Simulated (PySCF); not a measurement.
# PtSe2: relaxation and vibrations of the quintet

The task is one start of a wider search on PtSe2: the quintet, from a side-on start. It is relaxed, tested by its Hessian and followed downhill if it is a saddle.

Program: PySCF 2.14.0. Level of theory: B3LYP, basis Pt def2-SVP with ECP60, Se def2-SVP, scalar-relativistic core potentials, no spin–orbit coupling, density fitting. These are calculated values, not measurements.

## 1. The starting structure

3 atoms, charge 0, spin multiplicity 5.

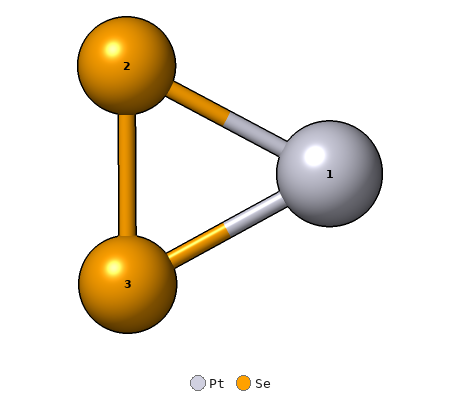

The starting geometry (platinum light grey, selenium orange); atoms are numbered from 1 in the order of the file.

```xyz
3
charge 0 multiplicity 5
Pt    0.0000    0.0000    0.0000
Se    1.1700    0.0000    2.1659
Se   -1.1700    0.0000    2.1659
```

## 2. The SCF at the typed geometry

One driver script runs all steps and calls PySCF; scf.py shows how it sets up the SCF of each step. The optimiser is the driver's own. After this first run the driver tries any further starts and a stability analysis.

The input, scf.py:

```python
from pyscf import gto, scf, dft
mol = gto.M(atom='''
Pt     0.000000     0.000000     0.000000
Se     1.170000     0.000000     2.165900
Se    -1.170000     0.000000     2.165900''',
    basis={'Pt': 'def2-SVP', 'Se': 'def2-SVP'},
    ecp={'Pt': 'def2-SVP'},
    charge=0, spin=4)
mf = dft.UKS(mol, xc='B3LYP')
mf.grids.atom_grid = (50, 194)
aux = {'Pt': 'def2-universal-JKFIT', 'Se': 'def2-universal-JKFIT'}
mf = mf.density_fit(auxbasis=aux)
mf.conv_tol = 1e-08
mf.diis_space = 10
mf.max_cycle = 60
mf.init_guess = 'minao'
mf.verbose = 4
mf.kernel()
```

Command:

```bash
$ OMP_NUM_THREADS=2 python axn.py task.json out
```

Log:

```text
init E= -4908.94550054292
[... the frontier-level lines of each cycle are left out ...]
cycle= 1 E= -4920.70426989907  delta_E= -11.8  |g|= 1.26  |ddm|= 5.89
cycle= 2 E= -4903.53962811411  delta_E= 17.2  |g|= 3.85  |ddm|= 9.95
cycle= 3 E= -4921.88983514469  delta_E= -18.4  |g|= 0.168  |ddm|= 9.47
cycle= 4 E= -4921.82195180151  delta_E= 0.0679  |g|= 0.413  |ddm|= 0.814
cycle= 5 E= -4921.89205861692  delta_E= -0.0701  |g|= 0.226  |ddm|= 0.29
cycle= 6 E= -4921.91321013351  delta_E= -0.0212  |g|= 0.134  |ddm|= 0.146
cycle= 7 E= -4921.92399722739  delta_E= -0.0108  |g|= 0.0175  |ddm|= 0.176
cycle= 8 E= -4921.92422108417  delta_E= -0.000224  |g|= 0.0039  |ddm|= 0.0255
cycle= 9 E= -4921.92423113359  delta_E= -1e-05  |g|= 0.00146  |ddm|= 0.00809
cycle= 10 E= -4921.92423249491  delta_E= -1.36e-06  |g|= 0.000757  |ddm|= 0.00213
cycle= 11 E= -4921.92423301281  delta_E= -5.18e-07  |g|= 4.58e-05  |ddm|= 0.00206
cycle= 12 E= -4921.9242330179  delta_E= -5.09e-09  |g|= 2.69e-05  |ddm|= 0.000233
Extra cycle  E= -4921.9242330167  delta_E= 1.2e-09  |g|= 5.57e-05  |ddm|= 0.000119
converged SCF energy = -4921.9242330167  <S^2> = 6.0140659  2S+1 = 5.0056232
```

This step, with its further starts and checks, needed 13 s of wall time on 2 threads of Intel Xeon 6975P-C (Granite Rapids), shared host.

Energies from each starting density:

```csv
start,energy (Eh)
the minimal-basis guess,-4921.924233
a thermally smeared density,-4921.924233
a smeared PBE density,-4921.924233
```

No lower solution of this spin turned up from the other starts or in the test of internal stability.

## 3. Relaxation: side-on start, quintet

The program finds C2v symmetry in the start, which this walk keeps. Threshold on the gradient: 0.0003 Eh/bohr, with a further test on the energy change.

scf.py: that of step 2 with these lines changed.

```diff
@@ -3,3 +3,3 @@
-Pt     0.000000     0.000000     0.000000
-Se     1.170000     0.000000     2.165900
-Se    -1.170000     0.000000     2.165900''',
+Pt     0.000000     0.000000    -0.975717
+Se     1.170000     0.000000     1.190183
+Se    -1.170000     0.000000     1.190183''',
@@ -16 +15,0 @@
-mf.init_guess = 'minao'
```

The optimiser's trace:

```csv
step,energy (Eh),change (kJ/mol),largest symmetric gradient (Eh/bohr)
0,-4921.924233,0.00,0.02135
1,-4921.925647,-3.71,0.01294
2,-4921.926822,-6.80,0.00335
3,-4921.926990,-7.24,0.00069
4,-4921.926994,-7.25,0.00002
```

The walk took 16 s.

Geometry (Å) and forces (eV/Å) at some steps:

```
step 0
Pt   0.000   0.000  -0.976   0.000   0.000  -1.098
Se   1.170   0.000   1.190   0.334   0.000   0.549
Se  -1.170   0.000   1.190  -0.334   0.000   0.549
step 1
Pt   0.000   0.000  -1.004   0.000   0.000  -0.666
Se   1.173   0.000   1.205   0.023   0.000   0.333
Se  -1.173   0.000   1.205  -0.023   0.000   0.333
step 2
Pt   0.000   0.000  -1.056   0.000   0.000  -0.172
Se   1.164   0.000   1.230  -0.126   0.000   0.086
Se  -1.164   0.000   1.230   0.126   0.000   0.086
step 3
Pt   0.000   0.000  -1.080   0.000   0.000  -0.025
Se   1.156   0.000   1.242  -0.035   0.000   0.013
Se  -1.156   0.000   1.242   0.035   0.000   0.013
step 4
Pt   0.000   0.000  -1.085   0.000   0.000   0.000
Se   1.154   0.000   1.245  -0.001   0.000   0.000
Se  -1.154   0.000   1.245   0.001   0.000   0.000
```

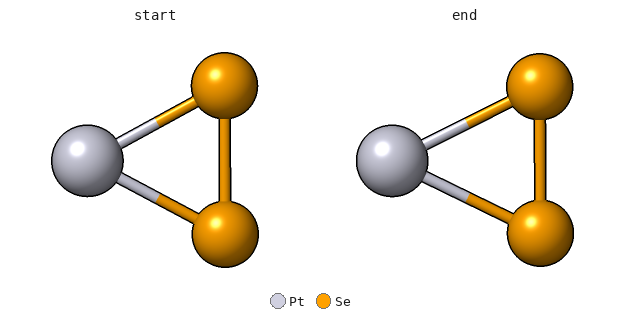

The geometry along the walk, at one scale.

End point (C2v, 4 steps, 7.2 kJ/mol gained): Pt–Se 2.600 Å (×2), Se–Se 2.308 Å; Pt–Se–Se 63.7° (×2), Se–Pt–Se 52.7°.

## 4. Frequencies

On the finer grid the gradient is checked again; gradients at displacements of ±0.02 bohr then give force constants and infrared intensities.

scf.py: that of step 3 with these lines changed.

```diff
@@ -3,3 +3,3 @@
-Pt     0.000000     0.000000    -0.975717
-Se     1.170000     0.000000     1.190183
-Se    -1.170000     0.000000     1.190183''',
+Pt     0.000000     0.000000    -1.046532
+Se     1.155408     0.000000     1.278930
+Se    -1.155408     0.000000     1.278930''',
@@ -10 +10 @@
-mf.grids.atom_grid = (50, 194)
+mf.grids.atom_grid = (75, 302)
@@ -13 +13 @@
-mf.conv_tol = 1e-08
+mf.conv_tol = 1e-10
```

The driver hands on the density of the step before, so the log starts near convergence.

Log of the central SCF (cycles and frontier levels):

```text
init E= -4921.92704486048
[... the frontier-level lines of each cycle are left out ...]
cycle= 1 E= -4921.92704485996  delta_E= 5.19e-10  |g|= 3.12e-05  |ddm|= 5.6e-05
cycle= 2 E= -4921.92704485676  delta_E= 3.2e-09  |g|= 7.74e-05  |ddm|= 0.000139
cycle= 3 E= -4921.92704486057  delta_E= -3.82e-09  |g|= 3.95e-06  |ddm|= 9.95e-05
cycle= 4 E= -4921.92704486058  delta_E= -9.09e-12  |g|= 3.94e-07  |ddm|= 5.37e-06
Extra cycle  E= -4921.92704486058  delta_E= 1.82e-12  |g|= 8.8e-07  |ddm|= 1.5e-06
converged SCF energy = -4921.92704486058  <S^2> = 6.0117089  2S+1 = 5.0046813
```

The whole step took 60 s.

Geometry: C2v; Pt–Se 2.597 Å (×2), Se–Se 2.311 Å; Pt–Se–Se 63.6° (×2), Se–Pt–Se 52.8°.

Modes, for the most abundant isotopes:

```csv
symmetry,ω (cm⁻¹),IR (km/mol),μ (u)
a1,116,2.4,107.32
b2,132,0.9,87.09
a1,319,0.3,80.76
```

All wavenumbers are real: a minimum.

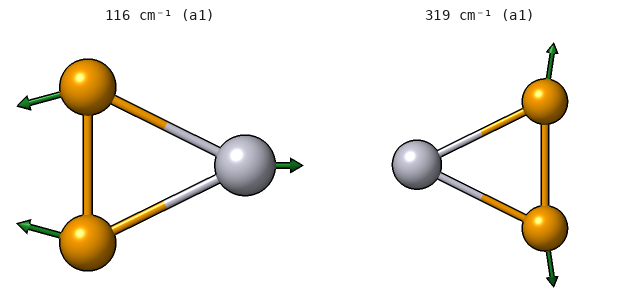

How the atoms move in 2 of the modes.

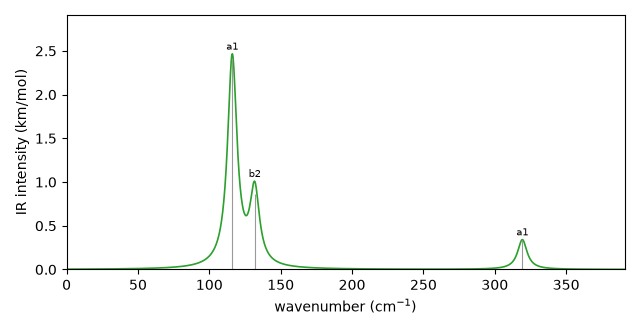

The harmonic infrared spectrum (widths in cm⁻¹). Lines are broadened to a width of 8 cm⁻¹ (Lorentzian).

Properties at this point:

```
Dipole moment                                                   : 1.67 D
Highest occupied level                                          : -5.28 eV
Lowest empty level                                              : -4.88 eV
Rotational constants                                            : 0.07901, 0.03549, 0.02449 cm⁻¹
Zero-point energy                                               : 3.4 kJ/mol
Principal polarisabilities                                      : 58.2, 94.5, 109.8 bohr³
Atomisation energy without zero-point energy                    : 422 kJ/mol
Principal traceless quadrupole moments about the centre of mass : -2.53, -0.95, 3.47 D Å
Entropy at 298.15 K and 1 bar (electronic part: spin only)      : 344.3 J/(mol K)
Heat capacity Cp at 298.15 K                                    : 56.2 J/(mol K)
Enthalpy at 298.15 K above 0 K                                  : 14.58 kJ/mol
Rotational symmetry number                                      : 2
Spin squared ⟨S²⟩                                               : 6.012
```

Charges (e) and bond orders:

```csv
atom,Mulliken,Löwdin,polar tensor,spin (Mulliken),Mayer order to Pt1
Pt1,-0.02,-0.47,0.13,2.12,–
"Se2,3",0.01,0.23,-0.07,0.94,0.76
```

Mulliken populations on Pt1 (outside its core potential): s 3.26, p 6.20, d 8.56, f 0.01.

## 5. Outcome

| quantity | value |
| --- | --- |
| minimum | quintet, C2v |
| geometry | Pt–Se 2.597 Å (×2), Se–Se 2.311 Å; Pt–Se–Se 63.6° (×2), Se–Pt–Se 52.8° |
| wavenumbers (cm⁻¹) | 116 (a1), 132 (b2), 319 (a1) |
| dipole moment | 1.67 D |
| highest occupied, lowest empty level (either spin) | -5.28, -4.88 eV |
| polar-tensor charge of Pt1 | +0.13 e |
| zero-point energy | 3.4 kJ/mol |
| entropy at 298.15 K | 344.3 J/(mol K) |
| atomisation energy (no zero-point energy) | 422 kJ/mol |
| ⟨S²⟩ | 6.012 |

The molecule stays C2v, as typed, and the end point is a minimum. The strongest infrared band lies at 116 cm⁻¹ (a1). Most of the spin sits on Pt1 (Mulliken spin 2.12, against 4 for the whole molecule). Other starts or spin states, not run here, may lie lower. Open d and f shells are described by one determinant, and the ground state may have another occupation or spin. With an element this heavy the missing spin–orbit coupling can shift these numbers.

The search up to here took 89 s.
